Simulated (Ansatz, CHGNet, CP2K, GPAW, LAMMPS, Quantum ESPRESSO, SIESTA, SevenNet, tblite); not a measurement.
# GPAW on aqueous Cs+ and SO4 2-, 1.7 mol of salt per kg of water at 360 K (106 atoms): settings against a plane-wave reference, part 2 of 2

How do the settings of GPAW change the result for aqueous Cs+ and SO4 2-, 1.7 mol of salt per kg of water at 360 K (106 atoms)? A plane-wave run serves as the yardstick.

Program: GPAW 26.7.0; the method stands at each step. Banners, paths, timers and routine set-up lines are dropped from the logs unmarked, and long logs keep their key lines alone; longer cuts are marked.

So far. Step 3 (LDA, LCAO dzp, h 0.18 Å): Against the first run (67 %), the force difference from the reference is 85 %, at 0.89 times the CPU time; the model has changed, so this is no error of the program alone. Step 4 (PBE, LCAO szp(dzp), h 0.18 Å): Against the first run (67 %), the force difference from the reference is 227 %, at 0.66 times the CPU time (on 1 against 2 cores), with 638 basis functions against 882: the smaller basis costs accuracy.

## (5) PBE, LCAO sz(dzp), h 0.18 Å

Method: Kohn-Sham DFT, PBE, PAW, atomic orbitals (sz(dzp)).

File run.py:

```python
import numpy as np
from ase.io import read
from gpaw import GPAW, FermiDirac

atoms = read("structure.xyz")
atoms.calc = GPAW(
    mode="lcao",
    basis="sz(dzp)",
    h=0.18,
    xc="PBE",
    kpts={"size": (1, 1, 1), "gamma": True},
    occupations=FermiDirac(0.05),
    maxiter=200,
    symmetry={"point_group": False},
    txt="gpaw.txt",
)
energy = atoms.get_potential_energy(force_consistent=True)
forces = atoms.get_forces()
print(f"energy {energy:.6f} eV")
print("forces (eV/A)")
for i, (a, f) in enumerate(zip(atoms, forces)):
    print(f"{i:4d} {a.symbol:2s} {f[0]:10.5f} {f[1]:10.5f} {f[2]:10.5f}")
print(f"Fermi level {atoms.calc.get_fermi_level():.4f} eV")
for k in range(len(atoms.calc.get_ibz_k_points())):
    for s in range(atoms.calc.get_number_of_spins()):
        e = atoms.calc.get_eigenvalues(kpt=k, spin=s)
        n = np.searchsorted(e, atoms.calc.get_fermi_level())
        print(f"k {k} spin {s} levels about the Fermi level:", np.round(e[max(n - 6, 0):n], 4).tolist(), "|", np.round(e[n:n + 6], 4).tolist())
```

File structure.xyz:

```xyz
106
Lattice="10.28660 0.00000 0.00000 0.00000 10.28660 0.00000 0.00000 0.00000 10.28660" Properties=species:S:1:pos:R:3 pbc="T T T"
[... 106 atom lines left out: the same atoms as in the first run ...]
```

Run with:

```
$ OMP_NUM_THREADS=1 python run.py > output.txt
```

Output:

```text
energy -380.352560 eV
forces (eV/A)
   0 O    14.64545    7.39691   -3.32984
   1 S     1.72019   -1.07005   -1.17209
   2 O   -12.59241   13.30746    2.48861
   3 O    -4.60651  -10.00569  -11.75205
   4 O     0.63373   -9.64958   14.05717
   5 O     0.63989    3.05498   -2.90746
[...]
103 H     2.70033    2.34560   -0.39223
 104 Cs   -1.51667    0.86965   -1.19454
 105 Cs    0.44150    0.04737   -0.08163
Fermi level 1.2334 eV
k 0 spin 0 levels about the Fermi level: [-0.8955, -0.8672, -0.8258, -0.8131, -0.6713, -0.3464] | [2.9618, 4.3607, 4.7651, 4.8482, 5.0139, 5.25]
```

gpaw.txt:

```text
Input parameters:
  mode=LCAO(),
  basis={'default': 'sz(dzp)'},
  h=0.18,
  kpts=MonkhorstPack(size=(1, 1, 1), gamma=True),
  maxiter=200,
  occupations=Occupations(name='fermi-dirac', width=0.05, fixmagmom=False),
[... lines left out ...]
  Fermi-Dirac:
[... lines left out ...]
convergence criteria:
- Maximum [total energy] change in last 3 cyles: 0.0005 eV / valence electron
[... lines left out ...]
Converged in 9 steps
[... lines left out ...]
  Free energy:    -380.352560
[... lines left out ...]
Fermi level: 1.233
[... lines left out ...]
|        ... |               |           |
|        191 |         9.605 |     0.000 |
Gap: 3.308 eV
Transition (v -> c):
  (s=0, k=0, n=155, [0.00, 0.00, 0.00]) -> (s=0, k=0, n=156, [0.00, 0.00, 0.00])
No difference between direct/indirect transitions
Force computation time: 4.130  # s
timing:  # [seconds]
  Total:  31.722  # ━━━━━━━━━━━━━━━━━━━━━━━━━━━━━━━━━━━━━━━━━━━━━━━━━━━━━━━━━
  Init:    5.570  # ━━━━━━━━━━
  SCF:    21.993  # ━━━━━━━━━━━━━━━━━━━━━━━━━━━━━━━━━━━━━━━╸
  Forces:  4.130  # ━━━━━━━╸
```

Wall time 33 s (1 thread of Arm Neoverse V2, shared host); peak memory 0.86 GiB.

Against the reference:

- r.m.s. force component: 2.966 eV/Å
- r.m.s. difference of force components: 3060 meV/Å
- longest difference of force vectors: 14640 meV/Å
- force difference over r.m.s. force: 449.4 %
- slope of forces against the reference's: -0.1083
- correlation of force components: -0.02487
- gap (highest filled to lowest empty level): 3.308 eV
- gap difference: -0.833 eV

This is a coarse setting, run to see what it loses.

Against the first run (67 %), the force difference from the reference is 449 %, at 0.34 times the CPU time (on 1 against 2 cores), with 244 basis functions against 882: the smaller basis costs accuracy.

## (6) Side by side

Differences are against the plane-wave reference, forces as r.m.s. over components; share is that over the reference's r.m.s. force, slope the least-squares factor from reference forces to these. Total energies of different programs have different zeros and aren't compared.

| run | Δ force, r.m.s. (meV/Å) | share (%) | slope | Δ gap (eV) | cores | CPU time | memory (GiB) |
| --- | --- | --- | --- | --- | --- | --- | --- |
| reference | - | - | - | - | 8 | 40 s | 1.2 |
| GPAW PBE, LCAO dzp, h 0.18 Å | 459 | 67.5 | 0.839 | -0.0758 | 2 | 97 s | 1.3 |
| GPAW LDA, LCAO dzp, h 0.18 Å | 582 | 85.5 | 0.633 | -0.319 | 2 | 86 s | 1.3 |
| GPAW PBE, LCAO szp(dzp), h 0.18 Å (coarse) | 1548 | 227 | 0.014 | 0.0465 | 1 | 64 s | 1.0 |
| GPAW PBE, LCAO sz(dzp), h 0.18 Å (coarse) | 3060 | 449 | -0.108 | -0.833 | 1 | 33 s | 0.86 |

Rows marked coarse were listed beforehand as settings not expected to be converged; some can still land near the reference.

CPU time is summed over cores on a shared host, where runs went side by side, so it is rough. Symmetry, cutoffs, thresholds, outputs and thread counts weren't matched or tuned between programs; memory under MPI is the largest rank's times the ranks.

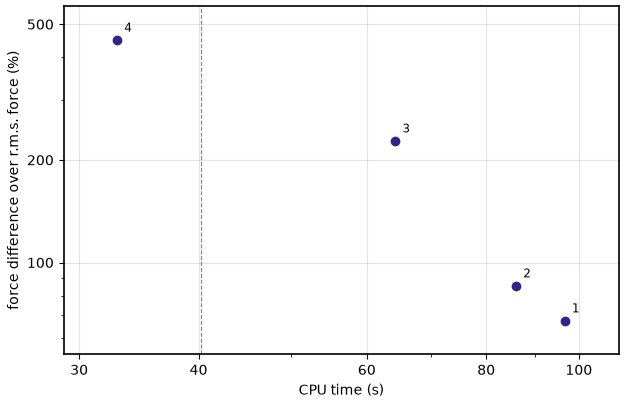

Force difference against CPU time; the dashed line marks the reference's time. Points: 1 GPAW PBE, LCAO dzp, h 0.18 Å; 2 GPAW LDA, LCAO dzp, h 0.18 Å; 3 GPAW PBE, LCAO szp(dzp), h 0.18 Å; 4 GPAW PBE, LCAO sz(dzp), h 0.18 Å.

## (7) Summary of results

| Quantity | Value |
| --- | --- |
| nearest in forces | GPAW PBE, LCAO dzp, h 0.18 Å, 67 % |
| its CPU time | 97 s |

**Reading.** The PBE run in local orbitals, coarse settings apart, differs by 67 % (GPAW PBE, LCAO dzp, h 0.18 Å); basis, grid and potentials can all enter, and differences of this size make the forces unusable. Rows with another functional or a dispersion term differ by 85 % (GPAW LDA, LCAO dzp, h 0.18 Å), which mixes the change of model with differences of basis and potentials. Runs with settings chosen to be coarse differ by 227 % (GPAW PBE, LCAO szp(dzp), h 0.18 Å) to 449 % (GPAW PBE, LCAO sz(dzp), h 0.18 Å), their programs' other errors included. None of the electronic-structure runs in the table takes under half the reference's CPU time of 40 s; they take 0.82 to 2.4 times as much. In GPAW PBE, LCAO dzp, h 0.18 Å the difference has nearly one length on every H (0.67 eV/Å) and points along its bond, outwards: this method prefers longer bonds, and stiff bonds to hydrogen turn a small shift into a large force. At the same functional, gaps differ from the reference's 4.14 eV by between -0.83 and +0.05 eV. With short bonds to hydrogen, sets of potentials differ among themselves by several per cent in forces even at converged cutoffs, so the reference isn't exact here either. The network of contacts between molecules at the start is that of the classical potential that made the cell, and needn't be the one that DFT or experiment would give. The concentration wasn't checked against solubility and may exceed it. The reference's PBE has no dispersion term, which matters for the binding between molecules or layers. The density was typed from a rule of thumb and may lie off the real one at this temperature. The electronic-structure runs sample only Γ, in a cell whose shortest periodic width is 10 Å. Spin–orbit coupling is left out, which matters for the levels of the heavy elements.

[Also dropped from logs without a mark: logging warnings of Python, and SIESTA's first energy breakdown and zero terms.]

[Logs are printed without paths, hosts, clocks, repeated set-up lines and the standing remarks that a program may print on its own settings, such as how far it seeks lower states.]

[Hosts, paths, dates, database ids (printed as entryN), source tags and the programs' standing remarks are cut or masked in the printed files.]
